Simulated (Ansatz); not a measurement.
Cl₂FH₂O₂Ta···HF

The calculation's input:

```
crystal:
  periodic: [false, false, false]
  atoms:
    - { symbol: Ta, position_ang: [0.0, 0.0, 0.0] }
    - { symbol: Cl, position_ang: [2.82, 0.0, 0.0] }
    - { symbol: F, position_ang: [0.0, 0.0, 1.93] }
    - { symbol: O, position_ang: [0.0, 0.0, -2.02] }
    - { symbol: H, position_ang: [-0.6343, -0.71, -2.3571] }
    - { symbol: O, position_ang: [-1.01, 1.7493, 0.0] }
    - { symbol: H, position_ang: [-1.4859, 1.8638, 0.8834] }
    - { symbol: Cl, position_ang: [-1.235, -2.139, 0.0] }
    - { symbol: F, position_ang: [0.7032, -1.8418, -1.0422] }
    - { symbol: H, position_ang: [1.9024, -1.3493, -0.7635] }
basis:
  gaussian: { orbitals: def2-SVP }
hamiltonian:
  xc: pbe
relax:
  f_tol: 0.15
  max_steps: 25
  restrain:
    - { distance: [0, 8], at: 3.13, k: 30.0 }
    - { distance: [9, 1], at: 2.57, k: 30.0 }
    - { distance: [0, 1], at: 2.47, k: 30.0 }
    - { distance: [9, 8], at: 0.92, k: 30.0 }
output:
  orbitals: {}
```

Command:

```sh
ansatz run input.yaml --threads 4 --pin off --max-ram 5120MiB --backend cpu --events-out ev --progress --plain --runs-dir out
```

The fields are those of the run's last geometry, not of the input's.

Core potentials replace the inner electrons of Ta; not at a stationary point (largest force 0.6 eV/Å).

The calculation used RKS PBE/def2-SVP (Ansatz).

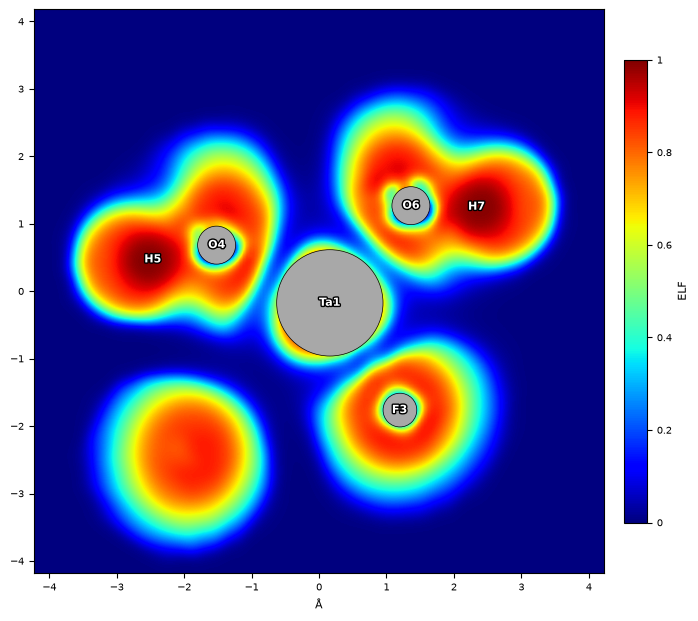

Figure 1. Electron localisation function on the plane of atoms F3, Ta1 and O6. Grey discs cover the atomic cores.

> Read the bonding off the picture.

Atoms in the plane: Ta, F, O and H. Ta–O (1.88 Å): the ELF peaks at about 0.85 in the valence shell of O, 0.5 Å from its nucleus, and drops to about 0.30 between the two atoms. Ta–F (1.90 Å): the ELF peaks at about 0.85 in the valence shell of F, 0.5 Å from its nucleus, and drops to about 0.20 between the two atoms. O–H (0.97 Å): the ELF climbs to about 1 towards the hydrogen, as it does in any bond to H: an ordinary covalent bond to hydrogen.

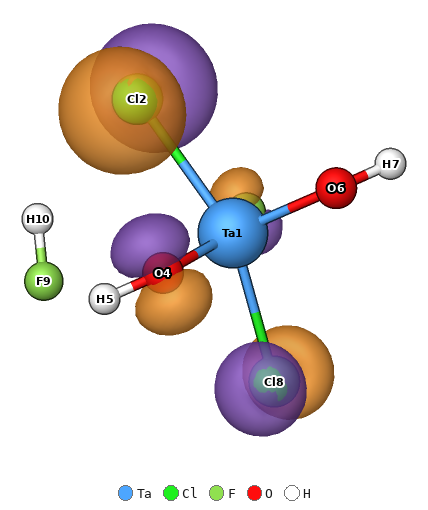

Figure 2. The HOMO at ±0.15 Å⁻³ᐟ² (orange and purple are the two phases), seen at an oblique angle.

> Where does this orbital lie, and at what energy?

It lies mainly on Cl2 (about 60 %), Cl8 (about 15 %) and O4 (about 15 %). Its energy is −7.15 eV.

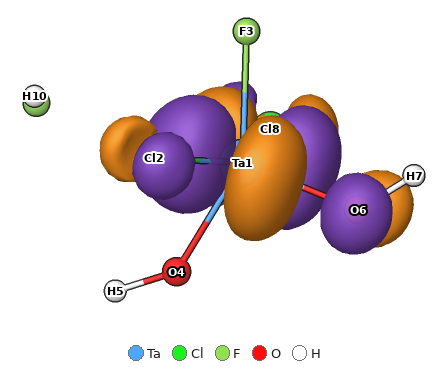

Figure 3. One frontier orbital at ±0.15 Å⁻³ᐟ² (orange and purple are the two phases), seen at an oblique angle.

> Which orbital is it: HOMO or LUMO?

The LUMO, at −3.14 eV. Its weight (Hirshfeld) is mainly on Ta1 (about 65 %), O6 (about 15 %), Cl8 (about 10 %) and Cl2 (about 10 %).
